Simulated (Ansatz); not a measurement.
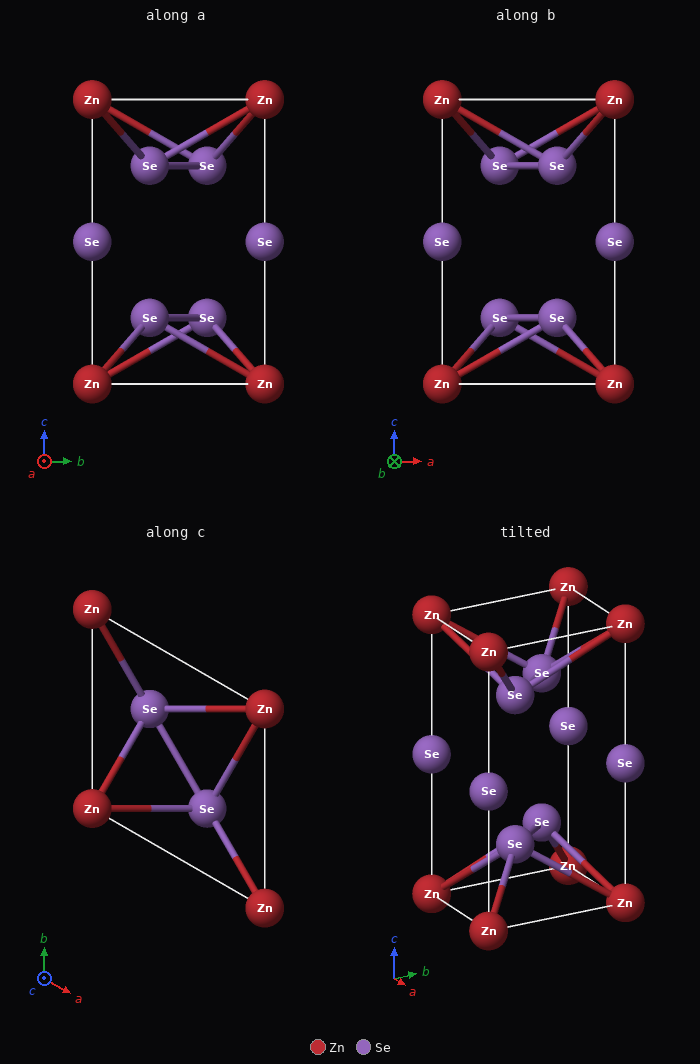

The figure gives a ball-and-stick picture of the atoms, viewed along the a axis, along the b axis, along the c axis and slightly off an axis. The conventional unit cell is outlined; an atom on or near a face, edge or corner is repeated at each equivalent position.

Lattice parameters: a = 4.685 Å, b = 4.685 Å, c = 6.694 Å, α = 90.00°, β = 90.00°, γ = 120.00°.

Question: From the views, write a table of Wyckoff sites, with free fractional coordinates to two decimals.

Answer: Space group P6/mmm (No. 191).
```tsv
atom	site	x	y	z
Zn	1a	0.00	0.00	0.00
Se	4h	0.3333	0.6667	0.77
Se	1b	0.00	0.00	0.50
```

Provenance: a random cell made by a generator, so it need not be a real form of the compound. Atoms and cell were optimised with DFT PBE, scalar-relativistic, plane waves, PAW in Ansatz.
